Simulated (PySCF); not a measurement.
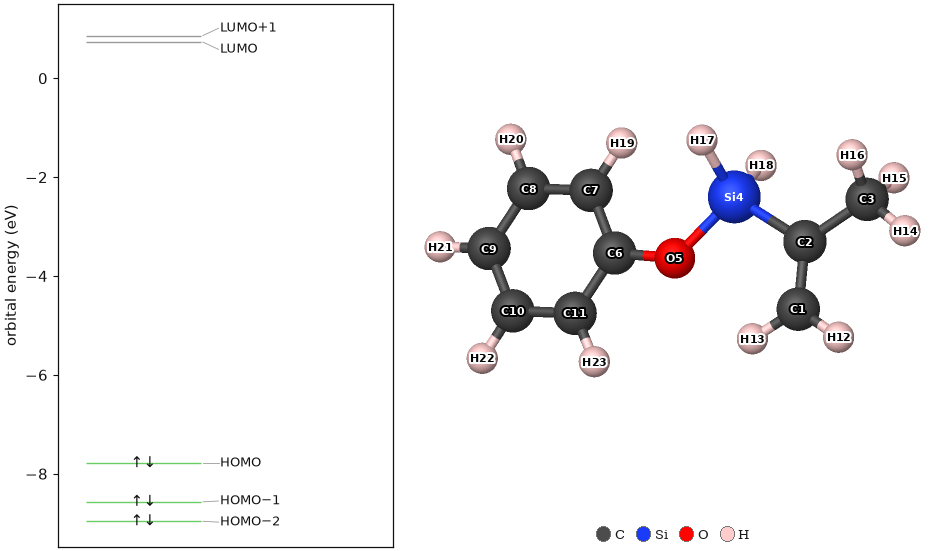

C₉H₁₂OSi, SMILES C=C(C)[SiH2]Oc1ccccc1. Kohn-Sham orbital energies near the frontier, CAM-B3LYP/def2-SVPD in PySCF, at a PBE0-D3(BJ)/def2-SVP geometry (no frequency check), isolated molecule; empty levels in grey, levels within 0.03 eV side by side.

**Where do the frontier orbitals lie?**

HOMO at −7.79 eV, LUMO at 0.73 eV, 8.52 eV apart.

**How far below the HOMO does the next level lie?**

0.78 eV.

Caveats: one conformer of a flexible molecule; empty levels above zero depend strongly on the basis.
